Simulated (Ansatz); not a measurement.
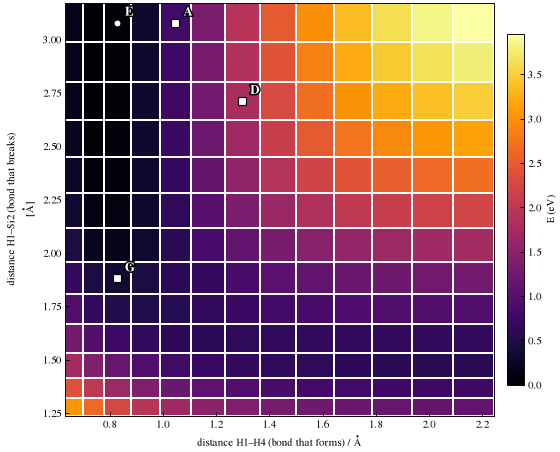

The reacting system H₅OSi (fragments H₄OSi + H where the first distance is long, H₂ + H₃OSi where the second is long), spin multiplicity 2. 
- Coordinates scanned: (1) distance H1–H4 (bond that forms); (2) distance H1–Si2 (bond that breaks).
- Relaxed at each point: all other coordinates.
- The grid has 13 × 13 points.
- Points are written as (first, second).
- Energies: eV, counted from the lowest grid point.
- Energies and slopes of some neighbouring points disagree (a jump in structure or state, or too coarse a mesh).
- The calculation used UKS B3LYP-D4/def2-SVP (Ansatz 0.2.0).

In the figure: one coloured cell a grid point, lettered points.

Q: Is A the lowest point of the computed grid?

A: No. A lies 0.78 eV above the lowest grid point, which is at (0.733 Å, 3.078 Å).

Q: Rank the lettered points by energy, lowest first.

A: E (0.047 eV), G (0.35 eV), A (0.78 eV), D (1.80 eV).
